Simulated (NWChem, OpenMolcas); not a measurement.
**How basis sets differ on Si2H3OF (SMILES F[Si]O[SiH3])**

The species is Si2H3OF (7 atoms), meant as a singlet with charge 0. SMILES: `F[Si]O[SiH3]`. The coordinates come from a PBE0-D4/def2-TZVP relaxation. This is one conformer, not always the lowest.

Each level gives the HOMO–LUMO gap (eV). The values are calculated.

```
               level          kind     program  value (eV)  CPU time
   HF/ANO-R0 (sfX2C)  Hartree–Fock  OpenMolcas       11.55     4.4 s
HF/ANO-RCC-MB (DKH2)  Hartree–Fock  OpenMolcas       12.05     1.9 s
           HF/STO-3G  Hartree–Fock  OpenMolcas       13.78     1.5 s
            HF/3-21G  Hartree–Fock      NWChem       11.82     1.7 s
        HF/def2-SVPD  Hartree–Fock  OpenMolcas       11.76      17 s
```

The values span 11.55 to 13.78 eV. A Hartree–Fock LUMO above zero doesn't converge with the basis: it sinks as sets grow more diffuse. Orbital gaps aren't excitation energies. Times are those of the runs behind each value, whatever else they computed, on shared processors of several kinds: orders of magnitude only.

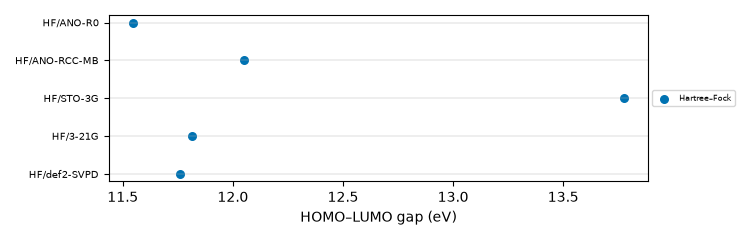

The values of the table, level by level.
